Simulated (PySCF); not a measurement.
```xyz
17
charge 0, multiplicity 1
C    -1.5864    1.9212    0.0494
C    -0.9730    0.5915   -0.4427
C    -1.8573   -0.6565   -0.3513
O     0.1260    0.3751    0.4058
Si    1.4243   -0.5001    0.2248
O     2.3329   -0.4787    1.5800
O     1.1697   -2.1131    0.0501
H    -1.8571    1.7791    1.0415
H    -0.9198    2.7689   -0.1144
H    -2.5042    2.1338   -0.5509
H    -0.5657    0.7147   -1.4694
H    -1.1871   -1.5475   -0.3652
H    -2.5272   -0.5574   -1.1888
H    -2.4824   -0.6875    0.5590
H     2.2030   -0.1020   -0.9022
H     2.5834    0.3629    1.9334
H     1.9462   -2.5975    0.3797
```

Geometry: a frame of a GFN2-xTB molecular-dynamics simulation, not a minimum.

Describe the molecule in this file.

Formula C3H10O3Si. As SMILES it reads `CC(C)O[SiH](O)O`. It has no ring. Among its groups: Si–H bond, Si–O bond. Coordination: 3 C tetrahedral; 3 O bent; 1 Si tetrahedral.

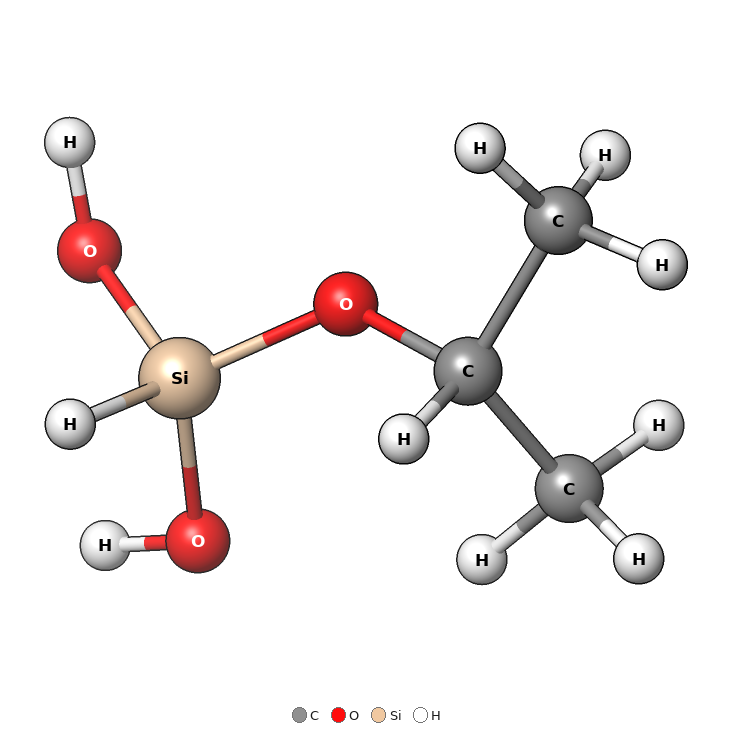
